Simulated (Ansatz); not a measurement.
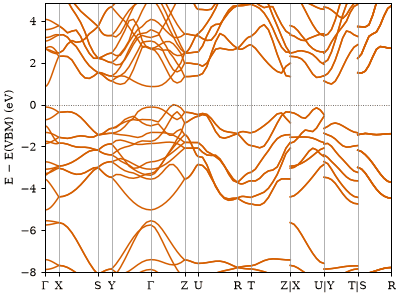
Figure. Band structure from plane-wave PAW PBE (Ansatz code)

Q: Read off the gap and where the band edges lie.

A: About 0.9 eV (0.86 eV by a search for the band edges); maximum on the Γ–Z line, 68 % of the way from Γ, minimum on the Γ–Z line, 9 % of the way from Γ.

The material is GeSe in space group Pnma (No. 62; Ge on 4c, Se on 4c).

The cell was relaxed with PBE under the symmetry of its start. A crystal of weakly bound layers computed without a dispersion correction: the cell and the soft elastic constants depend strongly on that. Scalar-relativistic: spin–orbit coupling is off unless named, which matters more the heavier the elements.

Potentials: the earlier of the program's two PAW sets.
